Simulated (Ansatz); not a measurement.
# Hf2Pt, from a guessed structure to a relaxed one, part 2 of 2

This structure for Hf2Pt is made up. Its elements were placed in a known structure type with a cell scaled to their sizes. What cell does the guess relax to, and how far off was it?

Ansatz 0.2.0; DFT, PBEsol, plane-wave PAW, files of the set soft_1, scalar-relativistic, no spin, cell and ions relaxed at zero pressure; PAW set soft_1 (the session's first sound run).

So far: The starting structure; Relaxing cell and atoms. The relaxed cell has a = 6.386 Å (conventional setting).

## (3) Electronic structure of the relaxed cell

A second self-consistent run takes a narrower smearing and the mesh shown in its input; the bands follow along the standard path of the relaxed lattice.

This step: DFT, PBEsol, plane-wave PAW, files of the set soft_1, scalar-relativistic, no spin, bands and density of states at the relaxed cell; PAW set soft_1 (Ansatz 0.2.0).

input.yaml reads:

```yaml
crystal:
  lattice:
    - [0.0, 3.1932093687, 3.1932093687]
    - [3.1932093687, 0.0, 3.1932093687]
    - [3.1932093687, 3.1932093687, 0.0]
  atoms:
    - { symbol: Pt, position: [0.0, 0.0, 0.0] }
    - { symbol: Hf, position: [0.75, 0.75, 0.75] }
    - { symbol: Hf, position: [0.25, 0.25, 0.25] }
kpoints:
  mp_grid: { grid: [8, 8, 8] }
  band_path:
    path:
      - [[0.0, 0.0, 0.0], [0.5, 0.0, 0.5], [0.5, 0.25, 0.75], [0.375, 0.375, 0.75], [0.0, 0.0, 0.0], [0.5, 0.5, 0.5], [0.625, 0.25, 0.625], [0.5, 0.25, 0.75], [0.5, 0.5, 0.5], [0.375, 0.375, 0.75]]
      - [[0.625, 0.25, 0.625], [0.5, 0.0, 0.5]]
    npoints: 8
scf:
  occupations: { method: fermi_dirac, width: 0.03 }
  n_extra_bands: 7
hamiltonian:
  xc: pbesol
  pseudopotentials: { kind: paw, azcp: { folder: soft_1 }, xc_functional: pbe }
output:
  forces: true
  stress: true
  write_bands: true
  dos: { projected: true }
  write_density: true
  write_potential: true
  elf: true
  volumetric_format: npy
```

Command:

```bash
$ ansatz run input.yaml --threads 4 --pin off --max-ram 8192MiB --backend cpu --events-out ev --progress --plain --runs-dir out
```

Numbers of over 12 decimals in the logs are rounded to 6 here.

Output:

```text
[...]
Crystal: 3 atoms, lattice volume = 65.120 Å³
Basis set: ecut = 420 eV, 1243 PW (Γ), exchange–correlation on 64×64×64 points (8 copies of the dense FFT grid, shifted against one another)
Bands: 42, of which v1, the nominal top of the filled ones, is band 35 counted from 1 (34 counted from 0)
Symmetry: 48 space group operations
[...]
k-points: 29 of 512
[...]
SCF iter   1: F=—  HF=-43597.329984 eV  |F-HF|=—  |Δ(HF+E_count)|=         —  Δρ=2.79e-1  dr2=9.64e1  ethr=3.10e-3  ⟨swp⟩=5.0  Hψ=3832  notcnv=0
[...]
SCF iter  11: F=-43584.461306 eV  HF=-43584.461306 eV  |F-HF|=2.04e-10  |Δ(HF+E_count)|=   1.76e-8  Δρ=1.76e-6  dr2=1.63e-9  ethr=7.76e-11  ⟨swp⟩=6.3  Hψ=8324  notcnv=0
SCF 1 converged in 11 iterations: F = -43584.461306 eV  dr2 = 1.63e-9
[...]
NSCF: frozen V_eff on 82 k-points
SCF converged after 11 iterations
Free energy (F): -43584.461306 eV
[...]
Internal energy: -43584.450339 eV  (E = F + TS)
E sigma→0 (E₀):  -43584.455823 eV
Entropy (-TS):   -0.010967 eV (-3.656 meV/atom)
Fermi energy:    17.836810 eV
[...]
--- Stress (GPa, compression-positive) ---
       -0.053989       0.000000       0.000000
        0.000000      -0.053989       0.000000
        0.000000       0.000000      -0.053989
  P = ⅓ Tr σ = -0.0540 GPa (-0.540 kbar)
--- Band table (eV; the first three rows and the last of 29) ---
  k-point 0: bands = [... 31 lower, 13.4060, 15.9003, 15.9003, 15.9003, 18.4775, 18.4775, 22.4400, 22.4400, ... 3 higher]
  k-point 1: bands = [... 31 lower, 13.3728, 15.7741, 16.0615, 16.0615, 18.4941, 18.4941, 21.7468, 22.0565, ... 3 higher]
  k-point 2: bands = [... 31 lower, 13.2967, 15.3606, 16.4873, 16.4873, 18.5863, 18.5863, 20.4921, 21.1523, ... 3 higher]
  k-point 28: bands = [... 31 lower, 13.7032, 15.7635, 15.7635, 17.7204, 18.0980, 18.0980, 18.7828, 20.4813, ... 3 higher]
```

Run time: 3.9 s. Hardware: 4 threads of Arm Neoverse V1, shared host; peak memory 0.43 GiB.

This step gave:

* free energy: -43584.4613 eV
* energy at zero smearing: -43584.4558 eV
* smearing term TS: 0.01097 eV
* Fermi energy: 17.84 eV
* pressure: -0.05399 GPa

bands.tsv at the labelled points (eV, zero at the Fermi level; the bands that come nearest the Fermi level along the path):

```
point  band 32  band 33  band 34  band 35  band 36  band 37  band 38  band 39
    Γ    -4.43    -1.94    -1.94    -1.94     0.64     0.64     4.60     4.60
    X    -4.27    -3.97    -0.95     0.36     1.04     1.04     1.05     1.92
    W    -4.13    -2.07    -2.07    -0.12     0.26     0.26     0.95     2.64
    K    -4.18    -3.03    -0.95    -0.30     0.06     0.44     1.39     1.84
    Γ    -4.43    -1.94    -1.94    -1.94     0.64     0.64     4.60     4.60
    L    -4.57    -3.68    -0.59    -0.59     1.11     1.47     1.47     1.62
    U    -4.18    -3.03    -0.95    -0.30     0.06     0.44     1.39     1.84
    W    -4.13    -2.07    -2.07    -0.12     0.26     0.26     0.95     2.64
    L    -4.57    -3.68    -0.59    -0.59     1.11     1.47     1.47     1.62
    K    -4.18    -3.03    -0.95    -0.30     0.06     0.44     1.39     1.84
    U    -4.18    -3.03    -0.95    -0.30     0.06     0.44     1.39     1.84
    X    -4.27    -3.97    -0.95     0.36     1.04     1.04     1.05     1.92
```

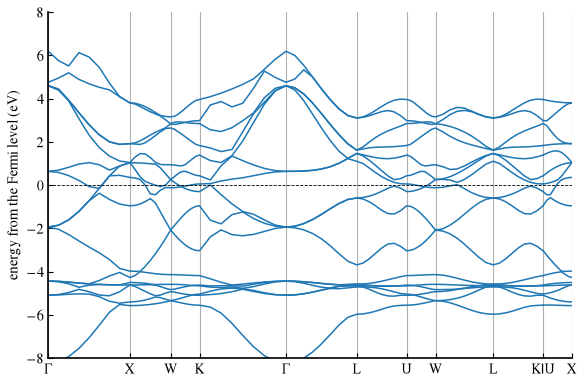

Bands along the path. 26 bands lie wholly below the window drawn.

States per cell as run, both spins, in windows of 1 eV, from dos.tsv (zero at the Fermi level):

```
from  to  total
  -8  -7   0.26
  -7  -6   0.65
  -6  -5   2.70
  -5  -4   8.38
  -4  -3   0.44
  -3  -2   1.56
  -2  -1   1.62
  -1   0   2.34
   0   1   3.83
   1   2   2.65
   2   3   3.05
```

Below -8 eV lie 52.0 more states.

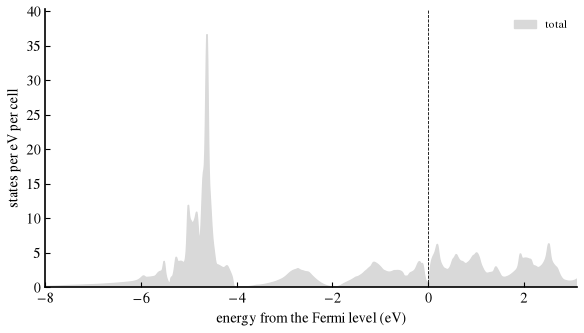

Total density of states, smoothed over about 0.04 eV.

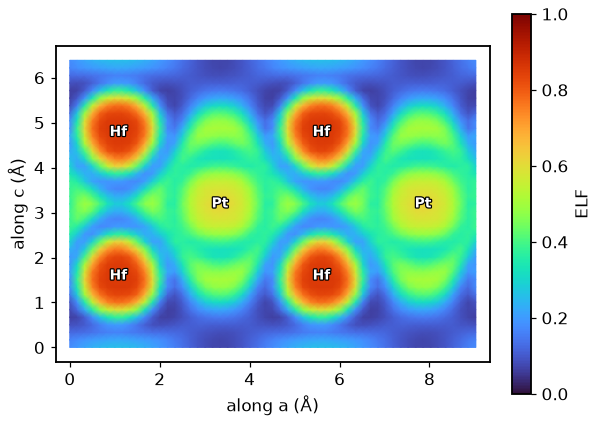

ELF in the ac plane of a cell with a along [110], b along [-110] and c along [001] of the cube at fractional y = 0.000, with atoms of Pt and Hf within 0.2 Å of it. It is the smooth field of the valence electrons, not physical close to the nuclei. The map starts off the cell's origin, so that atoms lie inside it.

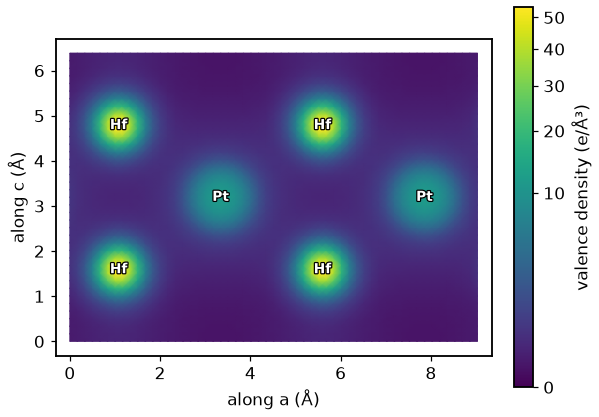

Valence density in the ac plane of a cell with a along [110], b along [-110] and c along [001] of the cube at fractional y = 0.000, with atoms of Pt and Hf within 0.2 Å of it. It is the smooth field of the valence electrons, not physical close to the nuclei. The map starts off the cell's origin, so that atoms lie inside it. The colour scale is stretched toward low values.

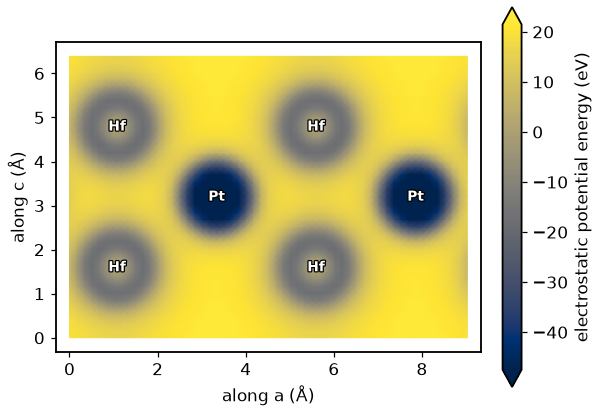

Electrostatic potential energy in the ac plane of a cell with a along [110], b along [-110] and c along [001] of the cube at fractional y = 0.000, with atoms of Pt and Hf within 0.2 Å of it. With pseudopotentials it is smooth inside the atoms' cores, unlike the true potential. The map starts off the cell's origin, so that atoms lie inside it.

## (4) Summary of results

```json
{"space group, relaxed": "Fm-3m", "conventional cell": "a = 6.386, b = 6.386, c = 6.386 Å; α = 90.0°, β = 90.0°, γ = 90.0°", "volume per atom": "21.71 Å³ (guess 19.79)"}
```

**Reading.** Hf2Pt relaxes to Fm-3m with a = 6.386, b = 6.386 and c = 6.386 Å. The guessed volume was 9 % too small. The space group Fm-3m was held in the relaxation, so the end point is a stationary structure within it and may be a saddle against distortions or other arrangements. Bands cross the Fermi level, so it is a metal or semimetal at this level. On the 8×8×8 mesh with the narrower smearing (relaxed on 8×8×8) the forces vanish, as symmetry may demand, and the largest stress component is 0.054 GPa, against the relaxation's thresholds of 0.015 eV/Å and 0.05 GPa. The cutoff wasn't tested. Spin-orbit coupling is left out, which can matter for elements this heavy. No dispersion term is used, so weakly bound directions may come out too long. The runs have no spin, and magnetism wasn't tested. Nothing here tests whether the compound is stable against decomposition.

[Logs are printed without paths, hosts, clocks, repeated set-up lines and the standing remarks that a program may print on its own settings, such as how far it seeks lower states.]

[Hosts, paths, dates, database ids (printed as entryN), source tags and the programs' standing remarks are cut or masked in the printed files.]
